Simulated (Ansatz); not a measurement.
# AlCl2F (SMILES [F][Al]([Cl])[Cl]) at PBE/STO-3G

Aim: the vertical electron affinity of AlCl2F at PBE/STO-3G, from 2 runs. 

Program for the calculation: Ansatz 0.2.0.

61 further runs of the same task are left out: 5 that didn't finish, 56 set aside as unsound or not needed.

**1. The molecule**

AlCl2F: 4 atoms, total charge 0, spin state singlet. As SMILES, `[F][Al]([Cl])[Cl]`. The coordinates come from a PBE0-D4/def2-TZVP relaxation.

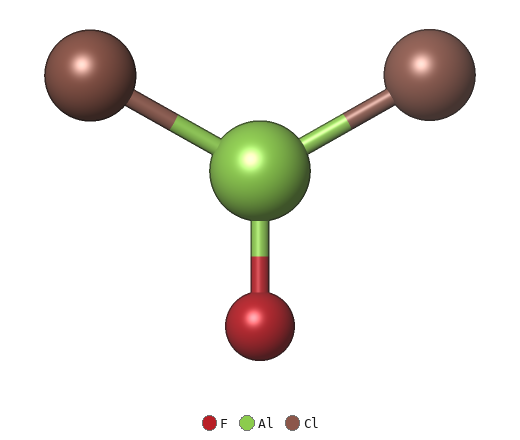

The structure, seen from a chosen angle (fluorine red, aluminium green, chlorine brown).

**2. The energy at PBE/STO-3G**

File run.yaml:

```yaml
crystal:
  periodic: [false, false, false]
  atoms:
    - {symbol: F, position_ang: [0.087420, 0.388220, 1.682350]}
    - {symbol: Al, position_ang: [0.004800, 0.021530, 0.093600]}
    - {symbol: Cl, position_ang: [1.223040, -1.463690, -0.663450]}
    - {symbol: Cl, position_ang: [-1.315270, 1.053930, -1.112510]}
basis:
  gaussian:
    orbitals: STO-3G
hamiltonian:
  xc: {name: PBE}
accuracy: high
```

Started as:

```bash
$ ansatz run run.yaml --threads 1 --pin off --max-ram 3480MiB --events-out events.jsonl --progress --plain --runs-dir runs
```

Standard output:

```text
Warning: RAYON_NUM_THREADS=1 ignored (pool sized by the plan → 1); use --threads N
Functional definition: PBE
  name "PBE"
  parameter kappa = 0.804
  parameter beta = 0.06672455060314922
  exchange = pbe_x(kappa = kappa, mu = beta*pi^2/3)
  correlation = pbe_c(beta = beta)
603 factors; integrals over basis functions are off by at most 2.8e-8 eV
mean field evaluation 1: about -33951.2030 eV, gradient 3.2e1 eV
mean field evaluation 2: about -33939.4313 eV, gradient 7.7e1 eV
mean field evaluation 4: about -33955.1998 eV, gradient 5.2e0 eV
mean field evaluation 8: about -33955.2783 eV, gradient 7.1e-2 eV
mean field evaluation 16: about -33955.2783 eV, gradient 1.4e-8 eV
mean field -33955.27830498 eV, -1247.8334619938 hartree, gradient 1.3e-8 eV, S^2 0.000000; 0 other end points of the search recorded, 0 dependent functions left out
reference -33955.27830665 eV, -1247.8334620551 hartree; 28, 28 occupied and 4, 4 virtual orbitals, 603 factors
Total energy: -33955.27830665 eV, -1247.8334620551 hartree
```

It took 1.8 s on 1 thread of Arm Neoverse V1, shared host; peak memory 0.11 GiB.

**3. The doublet anion at the same level**

File molecule.yaml:

```yaml
crystal:
  periodic: [false, false, false]
  atoms:
    - {symbol: F, position_ang: [0.087420, 0.388220, 1.682350]}
    - {symbol: Al, position_ang: [0.004800, 0.021530, 0.093600]}
    - {symbol: Cl, position_ang: [1.223040, -1.463690, -0.663450]}
    - {symbol: Cl, position_ang: [-1.315270, 1.053930, -1.112510]}
basis:
  gaussian: {orbitals: STO-3G}
total_charge: -1
magnetization: {spin_polarized: true, initial_magnetization: 1}
hamiltonian: {xc: {name: PBE}}
accuracy: high
```

Started as:

```bash
$ ansatz run molecule.yaml --threads 1 --pin off --max-ram 3480MiB --events-out events.jsonl --progress --plain --runs-dir runs
```

Standard output, cut to the lines that bear on the results:

```text
Warning: RAYON_NUM_THREADS=1 ignored (pool sized by the plan → 1); use --threads N
[... 6 set-up lines as earlier in the session ...]
603 factors; integrals over basis functions are off by at most 2.8e-8 eV
mean field evaluation 1: about -33948.2440 eV, gradient 1.2e1 eV
mean field evaluation 2: about -33947.5421 eV, gradient 1.3e1 eV
mean field evaluation 4: about -33949.4460 eV, gradient 1.2e0 eV
mean field evaluation 8: about -33949.4510 eV, gradient 9.0e-2 eV
mean field evaluation 16: about -33949.4513 eV, gradient 6.6e-6 eV
mean field -33949.45125710 eV, -1247.6193219338 hartree, gradient 6.9e-8 eV, S^2 0.752347; 3 other end points of the search recorded, 0 dependent functions left out
reference -33949.45125876 eV, -1247.6193219948 hartree; 29, 28 occupied and 3, 4 virtual orbitals, 603 factors
Total energy: -33949.45125876 eV, -1247.6193219948 hartree
```

It took 5.4 s on 1 thread of Arm Neoverse V1, shared host; peak memory 0.16 GiB.

**4. Outcome**

Level: PBE/STO-3G.

| quantity | value |
| --- | --- |
| singlet AlCl2F: total energy | -1247.83346 Eh |
| doublet anion: total energy | -1247.61932 Eh |
| doublet anion: ⟨S²⟩ | 0.752 |
| vertical electron affinity (to the doublet anion) | -5.827 eV |

What this shows: The anion lies 5.83 eV (562 kJ/mol) above the neutral: the electron isn't bound at this level, and such a value depends on the basis. Without diffuse functions anions come out too high. In a minimal basis such a difference can be off by several eV, whatever the method.
